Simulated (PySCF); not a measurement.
Excited-state calculation, with input and output: CH₅AlO₃

System: CH₅AlO₃.
Method: TDDFT CAM-B3LYP/def2-SVPD, vertical, gas phase, core orbitals frozen in the response (PySCF 2.14.0).

The geometry comes from this level: PBE0-D3(BJ)/def2-SVP.

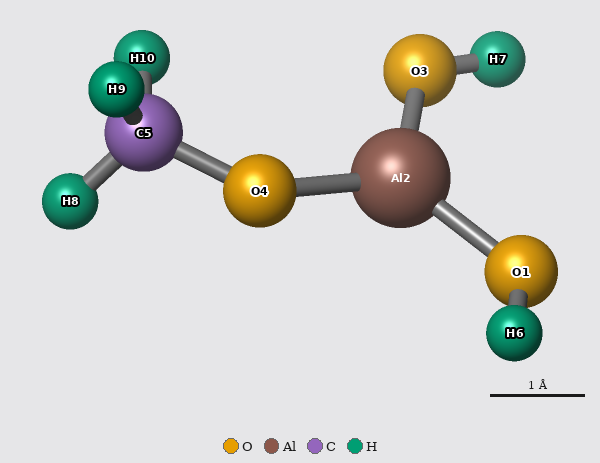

The input geometry (ball-and-stick view, seen at a tilt; atoms are numbered from 1 in the order of the input). Sticks mark near contacts.

The input:
```
{"job": {"kind": "uv", "xc": "CAM-B3LYP", "basis": "def2-SVPD", "nstates": 6, "ntriplets": 2, "ip": true}, "charge": 0, "multiplicity": 1}
O      1.579387    -1.723962     1.130450
Al     0.455439    -0.932763     0.137370
O     -0.324075    -1.772988    -1.111321
O      0.105222     0.700289     0.384615
C     -0.724631     1.646211    -0.204569
H      2.044964    -1.285278     1.843968
H     -0.172471    -2.700617    -1.297036
H     -1.450028     2.041212     0.529490
H     -0.136196     2.504816    -0.575412
H     -1.301017     1.244377    -1.058494
```

The first line tells a small driver script what to run in PySCF; the rest is the geometry in Å.

Run as:
```bash
OMP_NUM_THREADS=1 python <driver script> task.json out
```

Log:
```
coarse grid: 9072 points
cycle   1  E = -508.6931165171  dE =  4.071e-01  |g| = 1.139e+00  |ddm| = 3.880e+00
cycle   2  E = -508.4949641414  dE =  1.982e-01  |g| = 1.559e+00  |ddm| = 4.178e+00
cycle   3  E = -508.9403329518  dE = -4.454e-01  |g| = 4.226e-02  |ddm| = 2.312e+00
cycle   4  E = -508.9407486658  dE = -4.157e-04  |g| = 9.710e-03  |ddm| = 9.703e-02
cycle   5  E = -508.9407670571  dE = -1.839e-05  |g| = 6.688e-03  |ddm| = 2.661e-02
cycle   6  E = -508.9407755995  dE = -8.542e-06  |g| = 1.608e-03  |ddm| = 8.135e-03
final grid: 83584 points
cycle   7  E = -509.0353480562  dE = -2.301e-05  |g| = 3.660e-03  |ddm| = 3.446e-02
cycle   8  E = -509.0353468792  dE =  1.177e-06  |g| = 4.634e-03  |ddm| = 9.102e-03
cycle   9  E = -509.0353506723  dE = -3.793e-06  |g| = 3.843e-04  |ddm| = 5.712e-03
cycle  10  E = -509.0353507028  dE = -3.045e-08  |g| = 1.643e-04  |ddm| = 5.470e-04
cycle  11  E = -509.0353507097  dE = -6.879e-09  |g| = 2.764e-05  |ddm| = 2.362e-04
cycle  12  E = -509.0353507098  dE = -1.473e-10  |g| = 1.618e-05  |ddm| = 4.630e-05
```

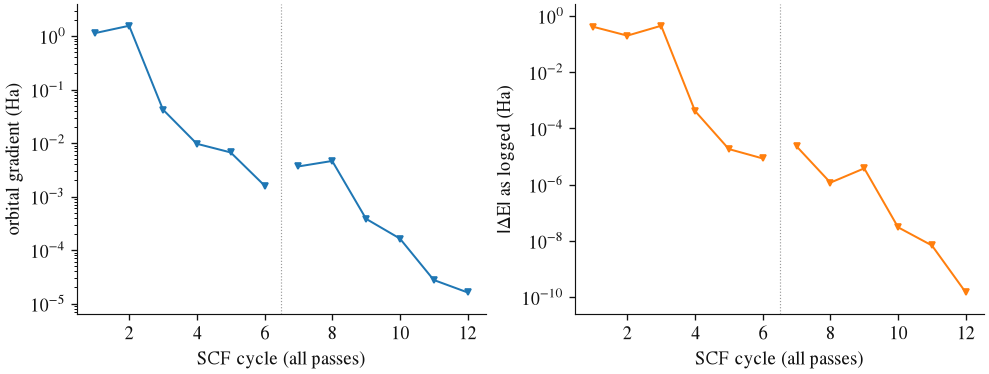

Convergence of the self-consistent field: orbital gradient and size of the energy change against the SCF cycle. The dotted line marks the change from a coarse to the final integration grid. The first 6 cycles use a coarse grid, the final grid takes over at cycle 7, and the field converges after 12 cycles in all.

```
converged SCF energy = -509.0353507098

Static polarisability (au): isotropic 46.778, principal 40.729 46.215 53.390

Singlet excitations
state   eV       nm        f      main configurations
  1   6.4286    192.9   0.00046   H->L 0.89
  2   6.7486    183.7   0.00835   H-1->L 0.89
  3   7.1077    174.4   0.00001   H-2->L 0.90
  4   7.8281    158.4   0.12225   H-3->L 0.77
  5   7.8563    157.8   0.02162   H-4->L 0.73, H-5->L 0.14
  6   7.9052    156.8   0.06498   H-5->L 0.72, H-4->L 0.14

Triplet excitations (Tamm-Dancoff, eV): 6.1942 6.5274
Vertical ionisation energy (delta-SCF) = 10.6899 eV
Vertical electron affinity (delta-SCF) = -0.5066 eV
```

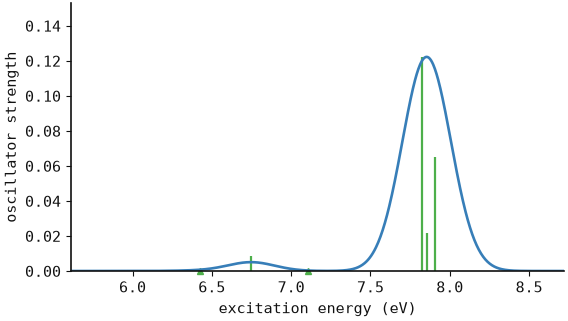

Computed excitations as sticks (degenerate states added up, dark ones marked on the axis), with a Gaussian envelope of 0.35 eV full width at half maximum, scaled to the tallest. Of the 6 states the lowest lies at 6.43 eV (f = 0.000); the strongest line is at 7.83 eV, or 158 nm (f = 0.122).

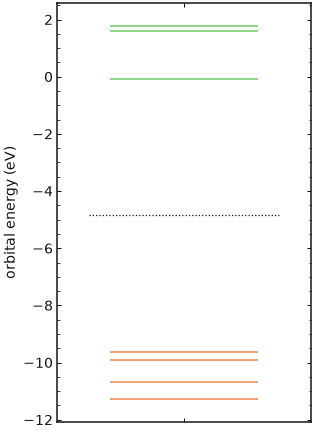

Orbital energies near the frontier; the dotted line parts filled from empty levels, and levels within 0.02 eV of each other stand side by side. Highest filled −9.62 eV, lowest empty −0.09 eV, 9.53 eV apart.

Results in brief:

- outcome: converged
- total energy: −509.035351 hartree
- HOMO: −9.62 eV
- LUMO: −0.09 eV
- dipole moment: 0.35 D
- mean polarisability: 46.78 a.u.
- vertical ionisation energy: 10.69 eV
- vertical electron affinity: −0.51 eV
- lowest singlet excitation: 6.43 eV
- hardware: 1 CPU thread, shared host
- wall time: 81 s
- peak memory: 0.76 GiB
